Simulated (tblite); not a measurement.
**Geometry relaxation of C₆H₁₄Ge (part 2 of 4)**

C₆H₁₄Ge; GFN2-xTB geometry optimisation, gas phase (tblite 0.8.0). It belongs to a series of runs on one base structure; here: H on Ge replaced by cPent.

Geometry of the input (Å):
```
C  3.0256  0.3352  0.8713
Ge 1.7513  -0.8413  -0.0250
C  -0.0570  -0.3239  0.4625
C  -0.3866  1.1057  0.0103
C  -1.8988  1.1306  -0.1616
C  -2.3615  -0.3192  -0.3239
C  -1.1072  -1.1836  -0.2314
H  2.8800  0.2772  1.9745
H  4.0574  0.0324  0.6152
H  2.8369  1.3800  0.5423
H  1.9391  -0.7430  -1.5520
H  2.0016  -2.3083  0.4439
H  -0.1933  -0.3992  1.5723
H  -0.0490  1.8386  0.7750
H  0.1043  1.3322  -0.9509
H  -2.3816  1.5906  0.7359
H  -2.1657  1.7341  -1.0633
H  -2.8703  -0.4793  -1.2958
H  -3.0611  -0.5772  0.5051
H  -0.7682  -1.4541  -1.2482
H  -1.3047  -2.1105  0.3536
```

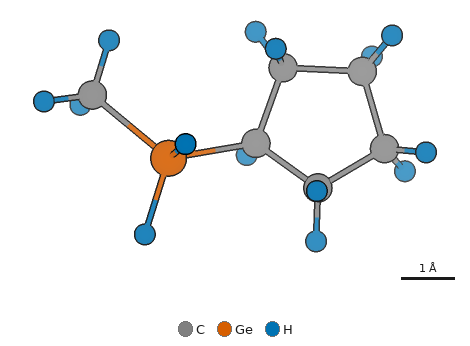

Fig. 1: The geometry at step 17 of the log (ball-and-stick view, seen at a tilt).

Trajectory as extended XYZ, continued
```
21
Properties=species:S:1:pos:R:3:forces:R:3 step=10 energy=-596.05902
C     3.0626    0.3422    0.8802   -0.0230  -0.0310  -0.0090
Ge    1.7727   -0.8598    0.0065    0.0400  -0.0020   0.0010
C    -0.0786   -0.3259    0.4672    0.0350  -0.0310  -0.0250
C    -0.3925    1.1000    0.0116   -0.0460  -0.0490  -0.0080
C    -1.9179    1.1455   -0.1624    0.0150  -0.0500  -0.0040
C    -2.3863   -0.3174   -0.3162    0.0220   0.0430  -0.0070
C    -1.1257   -1.1902   -0.2348   -0.0270   0.0680  -0.0030
H     2.9219    0.2915    1.9558    0.0590   0.0440   0.0490
H     4.0927    0.0889    0.6538    0.0150  -0.0240  -0.0020
H     2.8830    1.3643    0.5588    0.0190   0.0260   0.0180
H     1.9316   -0.8032   -1.4908    0.0010   0.0180  -0.0250
H     2.0298   -2.2983    0.3724    0.0300  -0.0180   0.0430
H    -0.2201   -0.3933    1.5493   -0.0690   0.0030   0.0000
H    -0.0433    1.8393    0.7346   -0.0100  -0.0160  -0.0470
H     0.1070    1.3036   -0.9416   -0.0890  -0.0350   0.0130
H    -2.3887    1.6025    0.7097    0.0400  -0.0390   0.0110
H    -2.1919    1.7483   -1.0283   -0.0050  -0.0320  -0.0070
H    -2.9044   -0.4714   -1.2627    0.0030   0.0110   0.0090
H    -3.0842   -0.5764    0.4817    0.0520   0.0090   0.0100
H    -0.7786   -1.4505   -1.2397   -0.0380   0.0690   0.0220
H    -1.2981   -2.1228    0.3050   -0.0250   0.0370  -0.0380
21
Properties=species:S:1:pos:R:3:forces:R:3 step=12 energy=-596.06241
C     3.0700    0.3452    0.8845   -0.0400  -0.0470  -0.0190
Ge    1.7805   -0.8615    0.0113   -0.0970   0.0340  -0.0320
C    -0.0821   -0.3274    0.4681    0.0810  -0.0310   0.0000
C    -0.3972    1.0973    0.0092    0.0500  -0.0550   0.0160
C    -1.9200    1.1440   -0.1622    0.0140   0.0090   0.0040
C    -2.3888   -0.3145   -0.3164    0.0040  -0.0200   0.0060
C    -1.1306   -1.1868   -0.2375    0.0660   0.0080   0.0150
H     2.9314    0.2965    1.9609    0.0550   0.0390   0.0270
H     4.0994    0.0897    0.6559    0.0060  -0.0110   0.0000
H     2.8879    1.3666    0.5606    0.0280   0.0050   0.0220
H     1.9314   -0.8079   -1.4921    0.0080   0.0280   0.0430
H     2.0369   -2.3032    0.3703    0.0320  -0.0020   0.0540
H    -0.2302   -0.3935    1.5514   -0.0370   0.0020  -0.0590
H    -0.0437    1.8380    0.7280   -0.0120   0.0010  -0.0320
H     0.0993    1.2971   -0.9450   -0.0590  -0.0330  -0.0210
H    -2.3856    1.5999    0.7117    0.0040  -0.0140   0.0290
H    -2.1940    1.7459   -1.0275   -0.0200   0.0030  -0.0220
H    -2.9074   -0.4694   -1.2612   -0.0250   0.0080  -0.0180
H    -3.0816   -0.5751    0.4834    0.0010   0.0020   0.0340
H    -0.7831   -1.4422   -1.2421   -0.0210   0.0550  -0.0110
H    -1.3013   -2.1214    0.2987   -0.0390   0.0190  -0.0350
21
Properties=species:S:1:pos:R:3:forces:R:3 step=13 energy=-596.06409
C     3.0732    0.3456    0.8865   -0.0240  -0.0270  -0.0050
Ge    1.7828   -0.8619    0.0134   -0.1080   0.0200  -0.0220
C    -0.0822   -0.3291    0.4685    0.0460  -0.0120   0.0110
C    -0.3988    1.0944    0.0081    0.0690  -0.0240   0.0090
C    -1.9209    1.1432   -0.1621    0.0060   0.0310   0.0100
C    -2.3900   -0.3132   -0.3164   -0.0070  -0.0430   0.0140
C    -1.1320   -1.1845   -0.2386    0.0700  -0.0290   0.0040
H     2.9383    0.3004    1.9644    0.0440   0.0260  -0.0020
H     4.1033    0.0900    0.6572   -0.0170  -0.0090  -0.0020
H     2.8915    1.3679    0.5624    0.0290  -0.0180   0.0200
H     1.9314   -0.8100   -1.4916    0.0100   0.0340   0.0590
H     2.0418   -2.3057    0.3702    0.0250   0.0250   0.0530
H    -0.2370   -0.3935    1.5510   -0.0100  -0.0050  -0.0580
H    -0.0441    1.8372    0.7233   -0.0010   0.0100  -0.0160
H     0.0933    1.2925   -0.9473   -0.0260  -0.0310  -0.0500
H    -2.3838    1.5980    0.7135   -0.0090  -0.0010   0.0290
H    -2.1958    1.7446   -1.0275   -0.0150   0.0140  -0.0110
H    -2.9099   -0.4680   -1.2606   -0.0270   0.0040  -0.0130
H    -3.0801   -0.5743    0.4851   -0.0180  -0.0020   0.0370
H    -0.7862   -1.4361   -1.2437    0.0000   0.0390  -0.0410
H    -1.3040   -2.1202    0.2940   -0.0360  -0.0030  -0.0260
21
Properties=species:S:1:pos:R:3:forces:R:3 step=14 energy=-596.06545
C     3.0755    0.3455    0.8880   -0.0090  -0.0080   0.0060
Ge    1.7829   -0.8620    0.0149   -0.0700  -0.0010   0.0040
C    -0.0815   -0.3308    0.4688   -0.0070   0.0070   0.0070
C    -0.3991    1.0915    0.0073    0.0500   0.0130  -0.0090
C    -1.9214    1.1428   -0.1617   -0.0010   0.0290   0.0140
C    -2.3910   -0.3128   -0.3161   -0.0100  -0.0400   0.0180
C    -1.1321   -1.1830   -0.2396    0.0380  -0.0460  -0.0170
H     2.9451    0.3042    1.9672    0.0290   0.0110  -0.0220
H     4.1063    0.0902    0.6584   -0.0380  -0.0130  -0.0090
H     2.8953    1.3686    0.5643    0.0250  -0.0320   0.0140
H     1.9316   -0.8113   -1.4899    0.0090   0.0390   0.0580
H     2.0465   -2.3073    0.3710    0.0140   0.0510   0.0490
H    -0.2429   -0.3936    1.5498    0.0130  -0.0110  -0.0340
H    -0.0444    1.8368    0.7190    0.0140   0.0170  -0.0040
H     0.0879    1.2879   -0.9502    0.0050  -0.0280  -0.0660
H    -2.3824    1.5965    0.7155   -0.0120   0.0070   0.0210
H    -2.1976    1.7439   -1.0275   -0.0050   0.0150   0.0100
H    -2.9125   -0.4668   -1.2601   -0.0180  -0.0010   0.0060
H    -3.0792   -0.5737    0.4872   -0.0210  -0.0060   0.0290
H    -0.7888   -1.4303   -1.2458    0.0190   0.0220  -0.0590
H    -1.3070   -2.1194    0.2895   -0.0240  -0.0250  -0.0180
21
Properties=species:S:1:pos:R:3:forces:R:3 step=16 energy=-596.06764
C     3.0780    0.3444    0.8902    0.0010   0.0060   0.0080
Ge    1.7799   -0.8619    0.0182    0.0380  -0.0090   0.0570
C    -0.0814   -0.3327    0.4688   -0.0730   0.0190  -0.0240
C    -0.3977    1.0883    0.0049   -0.0290   0.0440  -0.0420
C    -1.9218    1.1430   -0.1602   -0.0050  -0.0130   0.0130
C    -2.3927   -0.3139   -0.3146   -0.0020   0.0090   0.0140
C    -1.1310   -1.1829   -0.2426   -0.0500  -0.0180  -0.0460
H     2.9564    0.3101    1.9704   -0.0010  -0.0180  -0.0130
H     4.1085    0.0895    0.6593   -0.0390  -0.0350  -0.0280
H     2.9020    1.3681    0.5676    0.0060  -0.0160  -0.0080
H     1.9324   -0.8106   -1.4841    0.0070   0.0410   0.0300
H     2.0539   -2.3062    0.3752   -0.0040   0.0630   0.0450
H    -0.2507   -0.3946    1.5468    0.0270  -0.0140   0.0250
H    -0.0436    1.8374    0.7126    0.0410   0.0130  -0.0120
H     0.0805    1.2796   -0.9582    0.0320  -0.0200  -0.0430
H    -2.3812    1.5949    0.7195    0.0000   0.0090  -0.0030
H    -2.2005    1.7438   -1.0267    0.0070   0.0070   0.0450
H    -2.9173   -0.4651   -1.2587    0.0000  -0.0090   0.0460
H    -3.0791   -0.5734    0.4919    0.0000  -0.0130   0.0000
H    -0.7913   -1.4206   -1.2523    0.0300  -0.0030  -0.0420
H    -1.3124   -2.1202    0.2818    0.0140  -0.0450  -0.0250
21
Properties=species:S:1:pos:R:3:forces:R:3 step=17 energy=-596.06914
C     3.0793    0.3436    0.8918    0.0010   0.0090   0.0050
Ge    1.7781   -0.8618    0.0219    0.0760   0.0090   0.0720
C    -0.0831   -0.3335    0.4683   -0.0730   0.0120  -0.0370
C    -0.3971    1.0874    0.0021   -0.0650   0.0330  -0.0480
C    -1.9223    1.1431   -0.1588   -0.0060  -0.0330   0.0090
C    -2.3939   -0.3147   -0.3130    0.0030   0.0380   0.0070
C    -1.1312   -1.1836   -0.2459   -0.0800   0.0140  -0.0470
H     2.9641    0.3136    1.9722   -0.0200  -0.0330   0.0090
H     4.1086    0.0877    0.6589   -0.0220  -0.0500  -0.0400
H     2.9068    1.3672    0.5697   -0.0090   0.0080  -0.0250
H     1.9333   -0.8084   -1.4790    0.0070   0.0380   0.0160
H     2.0589   -2.3034    0.3801   -0.0110   0.0470   0.0450
H    -0.2550   -0.3957    1.5452    0.0230  -0.0090   0.0430
H    -0.0418    1.8382    0.7079    0.0510   0.0020  -0.0330
H     0.0764    1.2732   -0.9653    0.0340  -0.0120  -0.0070
H    -2.3804    1.5940    0.7224    0.0100   0.0080  -0.0120
H    -2.2022    1.7440   -1.0249    0.0040   0.0060   0.0530
H    -2.9206   -0.4643   -1.2565   -0.0010  -0.0110   0.0550
H    -3.0791   -0.5736    0.4953    0.0160  -0.0170  -0.0140
H    -0.7919   -1.4140   -1.2582    0.0220  -0.0170  -0.0110
H    -1.3158   -2.1221    0.2758    0.0410  -0.0420  -0.0420
21
Properties=species:S:1:pos:R:3:forces:R:3 step=19 energy=-596.07312
C     3.0832    0.3424    0.8972    0.0160   0.0260   0.0090
Ge    1.7768   -0.8604    0.0356    0.0470   0.0650   0.0420
C    -0.0912   -0.3354    0.4653    0.0040  -0.0180  -0.0190
C    -0.3985    1.0859   -0.0079   -0.0550  -0.0390  -0.0140
C    -1.9242    1.1422   -0.1544   -0.0090  -0.0200  -0.0050
C    -2.3977   -0.3150   -0.3084   -0.0050   0.0440  -0.0120
C    -1.1355   -1.1848   -0.2574   -0.0410   0.0560  -0.0050
H     2.9843    0.3214    1.9782   -0.0480  -0.0540   0.0460
H     4.1074    0.0787    0.6548    0.0190  -0.0660  -0.0520
H     2.9191    1.3655    0.5738   -0.0310   0.0510  -0.0470
H     1.9363   -0.7994   -1.4640    0.0130   0.0190   0.0070
H     2.0720   -2.2934    0.3974   -0.0200  -0.0160   0.0470
H    -0.2660   -0.3991    1.5423   -0.0050   0.0130   0.0180
H    -0.0340    1.8401    0.6916    0.0470  -0.0280  -0.0880
H     0.0664    1.2550   -0.9847    0.0170   0.0100   0.0710
H    -2.3771    1.5917    0.7300    0.0200   0.0110  -0.0030
H    -2.2070    1.7448   -1.0170   -0.0280   0.0240   0.0240
H    -2.9301   -0.4625   -1.2476   -0.0370  -0.0060   0.0210
H    -3.0774   -0.5752    0.5043    0.0290  -0.0230  -0.0140
H    -0.7931   -1.3963   -1.2748   -0.0160  -0.0360   0.0580
H    -1.3227   -2.1290    0.2557    0.0840  -0.0120  -0.0850
21
Properties=species:S:1:pos:R:3:forces:R:3 step=20 energy=-596.07538
C     3.0860    0.3427    0.9007    0.0280   0.0390   0.0140
Ge    1.7775   -0.8582    0.0445   -0.0070   0.0680   0.0030
C    -0.0961   -0.3368    0.4633    0.0520  -0.0260   0.0110
C    -0.4006    1.0843   -0.0139   -0.0080  -0.0680   0.0160
C    -1.9257    1.1414   -0.1520   -0.0120   0.0110  -0.0110
C    -2.4001   -0.3141   -0.3061   -0.0150   0.0130  -0.0180
C    -1.1392   -1.1843   -0.2641    0.0200   0.0450   0.0250
H     2.9941    0.3241    1.9824   -0.0480  -0.0510   0.0400
H     4.1066    0.0718    0.6509    0.0230  -0.0540  -0.0420
H     2.9252    1.3656    0.5749   -0.0280   0.0510  -0.0400
H     1.9384   -0.7935   -1.4554    0.0190   0.0060   0.0120
H     2.0786   -2.2878    0.4088   -0.0230  -0.0380   0.0450
H    -0.2719   -0.4007    1.5410   -0.0210   0.0230  -0.0130
H    -0.0282    1.8403    0.6802    0.0320  -0.0360  -0.0950
H     0.0614    1.2451   -0.9939    0.0040   0.0170   0.0800
H    -2.3746    1.5906    0.7340    0.0180   0.0130   0.0130
H    -2.2103    1.7458   -1.0117   -0.0470   0.0380  -0.0040
H    -2.9362   -0.4618   -1.2418   -0.0620   0.0010  -0.0130
H    -3.0756   -0.5767    0.5088    0.0220  -0.0230   0.0010
H    -0.7940   -1.3875   -1.2827   -0.0340  -0.0340   0.0650
H    -1.3241   -2.1332    0.2421    0.0840   0.0050  -0.0900
21
Properties=species:S:1:pos:R:3:forces:R:3 step=22 energy=-596.07983
C     3.0934    0.3459    0.9083    0.0230   0.0330   0.0070
Ge    1.7787   -0.8510    0.0618   -0.0560   0.0010  -0.0470
C    -0.1030   -0.3405    0.4603    0.0660  -0.0070   0.0500
C    -0.4050    1.0776   -0.0245    0.0610  -0.0420   0.0380
C    -1.9294    1.1408   -0.1481   -0.0110   0.0500  -0.0130
C    -2.4057   -0.3122   -0.3026   -0.0200  -0.0490  -0.0160
C    -1.1448   -1.1813   -0.2757    0.0910  -0.0140   0.0380
H     3.0107    0.3266    1.9920   -0.0190  -0.0170  -0.0140
H     4.1059    0.0558    0.6416   -0.0040   0.0020   0.0050
H     2.9359    1.3682    0.5751    0.0080   0.0150   0.0090
H     1.9437   -0.7822   -1.4377    0.0260  -0.0150   0.0080
H     2.0898   -2.2785    0.4328   -0.0380  -0.0230   0.0260
H    -0.2850   -0.4025    1.5378   -0.0380   0.0260  -0.0330
H    -0.0150    1.8389    0.6526    0.0050  -0.0170  -0.0330
H     0.0522    1.2267   -1.0074   -0.0100   0.0060   0.0200
H    -2.3688    1.5894    0.7426    0.0160   0.0080   0.0330
H    -2.2198    1.7502   -1.0014   -0.0530   0.0400  -0.0320
H    -2.9522   -0.4601   -1.2313   -0.0690   0.0120  -0.0450
H    -3.0709   -0.5811    0.5178    0.0050  -0.0140   0.0290
H    -0.7977   -1.3723   -1.2947   -0.0300  -0.0030   0.0080
H    -1.3219   -2.1414    0.2106    0.0490   0.0100  -0.0360
21
Properties=species:S:1:pos:R:3:forces:R:3 step=23 energy=-596.08104
C     3.0961    0.3475    0.9104    0.0000   0.0120  -0.0050
Ge    1.7782   -0.8488    0.0659   -0.0240  -0.0280  -0.0340
C    -0.1034   -0.3418    0.4603    0.0270   0.0070   0.0340
C    -0.4054    1.0746   -0.0267    0.0390  -0.0040   0.0160
C    -1.9306    1.1414   -0.1473   -0.0060   0.0290  -0.0090
C    -2.4076   -0.3124   -0.3021   -0.0080  -0.0390  -0.0090
C    -1.1446   -1.1802   -0.2780    0.0580  -0.0220   0.0130
H     3.0147    0.3266    1.9945   -0.0070  -0.0040  -0.0310
H     4.1061    0.0515    0.6391   -0.0120   0.0210   0.0190
H     2.9390    1.3696    0.5752    0.0210   0.0030   0.0250
H     1.9457   -0.7798   -1.4325    0.0240  -0.0200  -0.0050
H     2.0920   -2.2767    0.4397   -0.0450  -0.0040   0.0170
H    -0.2896   -0.4023    1.5364   -0.0350   0.0200  -0.0090
H    -0.0110    1.8380    0.6439    0.0050   0.0000   0.0060
H     0.0496    1.2217   -1.0102   -0.0060  -0.0040  -0.0120
H    -2.3669    1.5895    0.7456    0.0190   0.0000   0.0240
H    -2.2239    1.7527   -0.9992   -0.0370   0.0240  -0.0160
H    -2.9585   -0.4594   -1.2293   -0.0440   0.0100  -0.0240
H    -3.0695   -0.5828    0.5208    0.0080  -0.0090   0.0230
H    -0.7995   -1.3684   -1.2974   -0.0110   0.0110  -0.0210
H    -1.3197   -2.1437    0.2007    0.0340  -0.0040  -0.0010
21
Properties=species:S:1:pos:R:3:forces:R:3 step=25 energy=-596.08198
C     3.0972    0.3486    0.9110   -0.0200  -0.0130  -0.0190
Ge    1.7772   -0.8486    0.0669    0.0210  -0.0180   0.0000
C    -0.1024   -0.3422    0.4614   -0.0220   0.0140  -0.0110
C    -0.4044    1.0728   -0.0277   -0.0150   0.0280  -0.0180
C    -1.9313    1.1423   -0.1472    0.0040  -0.0170  -0.0010
C    -2.4087   -0.3139   -0.3022    0.0120   0.0050   0.0020
C    -1.1423   -1.1802   -0.2791   -0.0160  -0.0010  -0.0210
H     3.0166    0.3265    1.9947   -0.0080  -0.0010  -0.0180
H     4.1059    0.0502    0.6387   -0.0030   0.0210   0.0160
H     2.9419    1.3709    0.5765    0.0170   0.0070   0.0220
H     1.9481   -0.7796   -1.4299    0.0180  -0.0230  -0.0190
H     2.0908   -2.2759    0.4446   -0.0460   0.0000   0.0120
H    -0.2942   -0.4012    1.5356   -0.0210   0.0110   0.0190
H    -0.0084    1.8377    0.6393    0.0070   0.0110   0.0230
H     0.0478    1.2185   -1.0124    0.0020  -0.0100  -0.0200
H    -2.3647    1.5894    0.7485    0.0210  -0.0120   0.0000
H    -2.2281    1.7552   -0.9985   -0.0110  -0.0030   0.0190
H    -2.9642   -0.4585   -1.2289   -0.0010   0.0020   0.0210
H    -3.0682   -0.5842    0.5235    0.0200  -0.0060   0.0010
H    -0.8010   -1.3655   -1.3000    0.0120   0.0170  -0.0240
H    -1.3165   -2.1454    0.1951    0.0290  -0.0140   0.0170
```
